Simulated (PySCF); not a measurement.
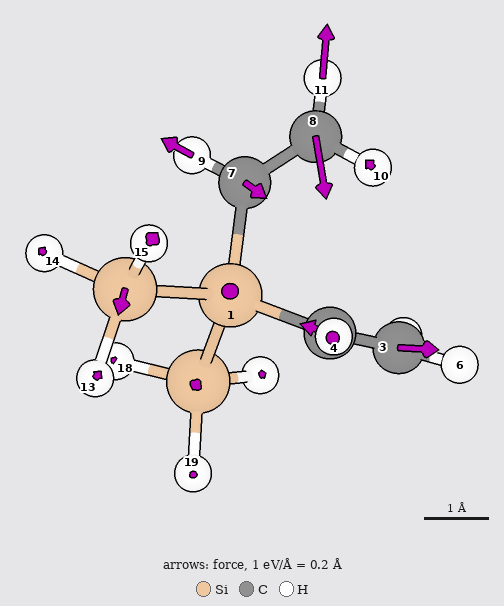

Starting geometry of C4H12Si3 with the computed forces as purple arrows. A ball-and-stick model, seen at a tilt.

The start comes from GFN2-xTB. Its atoms were then displaced at random by about 0.03 Å.

Theory: PBE0-D3(BJ)/def2-SVP geometry optimisation, gas phase (PySCF). 

What follows when this structure is relaxed?

Answer. It isn't relaxed: the largest force vector, on a C atom, is 5.52 eV/Å. The final displacements have little in common with the starting forces (cosine between the two patterns 0.02). The largest move after the best rigid fit is that of an H atom, 1.50 Å. By element the largest moves are H 1.50 Å, C 0.57 Å, Si 0.22 Å. Near-neighbour distances that change, for instance: C–H 0.996 → 1.095 Å, Si–Si 2.254 → 2.350 Å, H–Si 1.418 → 1.497 Å, C–H 1.025 → 1.098 Å. Among the angles between lasting bonds that change: H–Si–H 100.8° → 108.4°, Si–Si–Si 115.4° → 107.9°, C–Si–Si 104.3° → 109.4°. Groups turn about C–Si by about 50°. Over 21 geometry steps the energy falls by 19.3 kcal/mol. The run took 12 min on 1 thread of AMD EPYC, on a shared host.
